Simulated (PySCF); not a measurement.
```xyz
16

N    -3.3993    0.1385    0.7428
C    -2.3261    0.2282    0.3574
C    -0.9666    0.3223   -0.1094
C    -0.4784   -1.0438   -0.6227
C     0.9552   -0.9577   -1.0181
C     1.7971   -0.0408   -0.4317
C     1.3727    0.8239    0.5507
C    -0.0424    0.8209    1.0152
H    -0.9391    1.0420   -0.9374
H    -0.6019   -1.7896    0.1743
H    -1.0926   -1.3724   -1.4653
H     1.3187   -1.6456   -1.7635
H     2.8308   -0.0049   -0.7462
H     2.0584    1.5098    1.0202
H    -0.1491    0.1577    1.8841
H    -0.3450    1.8205    1.3381
```

Geometry: GFN2-xTB.

Theory: PySCF 2.14.0, density-fitted response routines, UKS B3LYP, pcH-1 on C H N, non-relativistic, mean-field spin-orbit, GIAO.

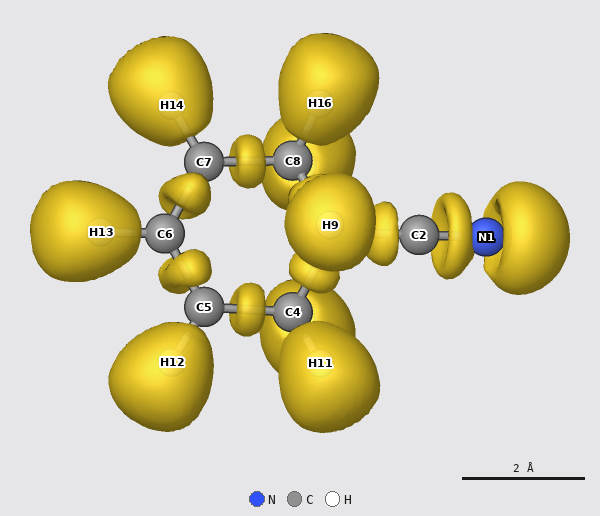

C₇H₈N (doublet). Isosurface of the ELF at 0.8 (yellow), seen across its widest extent. Only the valence region is drawn (cores and ρ < 0.01 e/Å³ removed).

Where are the electrons localised?

At this value the surface marks out seven regions between bonded C–C atoms (shared pairs), one region between bonded C–N atoms (shared pairs), eight regions around hydrogen nuclei and one lobe on N, pointing away from the bonds (non-bonding electrons). Along the contacts the grid gives the following. C–N (1.14 Å): the ELF peaks at about 0.90 between the atoms; a short, multiple covalent bond. C–C (1.38 Å): the ELF peaks at about 0.95 between the atoms; localised, covalent bonding.
